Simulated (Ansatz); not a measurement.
# FGaH5Si2 (SMILES F[SiH2][Ga+][SiH3]) (charge +1): what the fields show

Input

```
crystal:
  periodic: [false, false, false]
  atoms:
    - {symbol: F, position_ang: [-3.750010, -1.951154, 1.288980]}
    - {symbol: Ga, position_ang: [-0.962421, -0.653946, 2.126548]}
    - {symbol: Si, position_ang: [-3.115313, -1.739863, 2.764170]}
    - {symbol: Si, position_ang: [1.133914, 0.411233, 1.389719]}
    - {symbol: H, position_ang: [-2.814542, -3.030121, 3.423983]}
    - {symbol: H, position_ang: [-3.904456, -0.782413, 3.571082]}
    - {symbol: H, position_ang: [2.084569, -0.714480, 1.205849]}
    - {symbol: H, position_ang: [0.782580, 1.112418, 0.129152]}
    - {symbol: H, position_ang: [1.499259, 1.325373, 2.501555]}
basis:
  gaussian: {orbitals: def2-TZVPD}
hamiltonian: {xc: pbe0}
total_charge: 1
output: {forces: true, orbitals: {seedname: orbitals}}
```

Run with:

```sh
ansatz run input.yaml --threads 2 --pin off --max-ram 4350MiB --events-out events.jsonl --progress --plain --runs-dir runs
```

Geometry: B3LYP-D3(BJ)/def2-SVP.

All numbers below come from isolated molecule in a Gaussian basis; Kohn-Sham density functional theory, functional PBE0 (Ansatz).

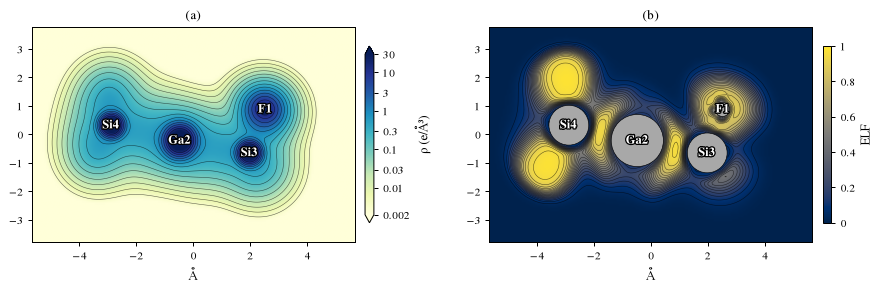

Figure 1. (a) total electron density; (b) ELF on the plane of atoms F1, Si3 and Ga2. Grey discs cover the atomic cores in the ELF map.

Q: Describe what can be read from this map.

A:
- The plane passes through F, Ga and Si nuclei.
- Si–F (1.62 Å): ρ is about 1.1 e/Å³ halfway; the ELF peaks at about 0.85 in the valence shell of F, 0.6 Å from its nucleus, and is about 0.55 at the midpoint.
- Ga–Si (2.46 Å): the density is about 0.5 e/Å³ at the midpoint; the ELF peaks at about 0.95 between the atoms; localised, covalent bonding.
- The ELF also peaks beside F1, away from the bonds: lone-pair regions.

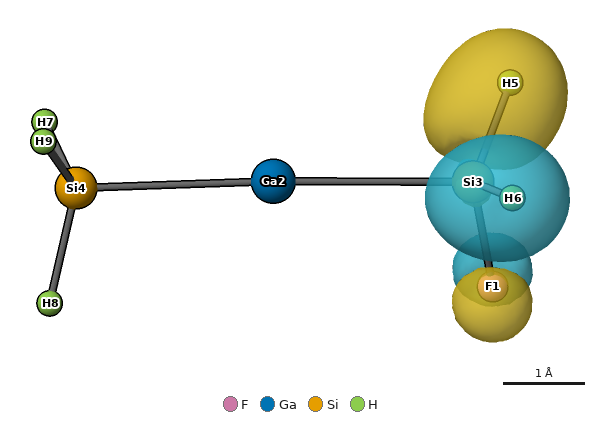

Figure 2. The HOMO−1 at ±0.2 Å⁻³ᐟ² (yellow and cyan are the two phases), seen at a tilt.

Q: Where does this orbital lie, and at what energy?

A: By Hirshfeld shares it lies mainly on Si3 (about 35 %), H6 (about 25 %), H5 (about 25 %) and F1 (about 15 %). Its energy is −14.48 eV.

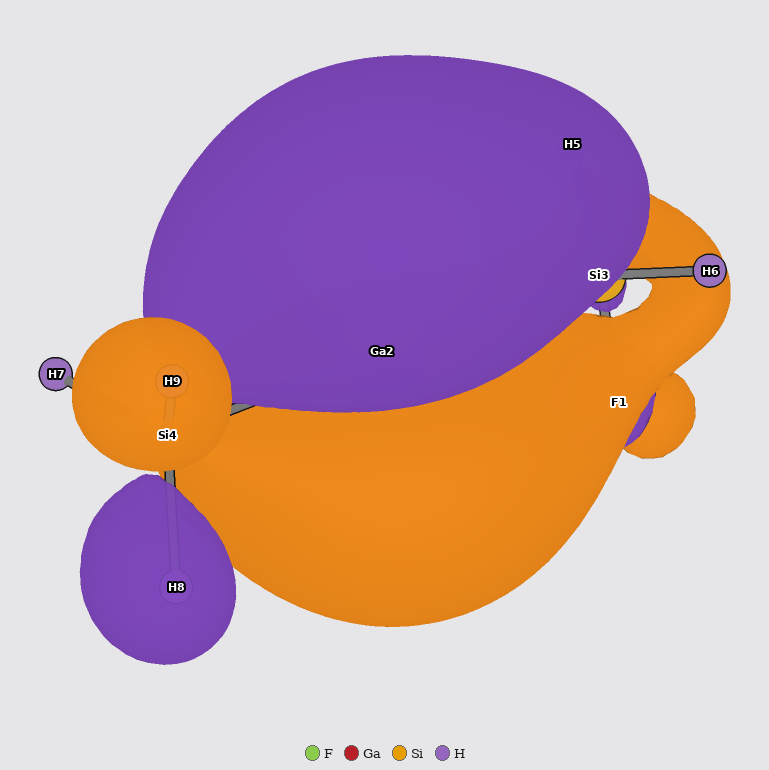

Figure 3. One frontier orbital at ±0.05 Å⁻³ᐟ² (orange and purple are the two phases), seen at a tilt.

Q: Which orbital is it: HOMO or LUMO?

A: The LUMO, at −7.57 eV. It lies mainly on Ga2 (about 70 %) and Si3 (about 15 %).
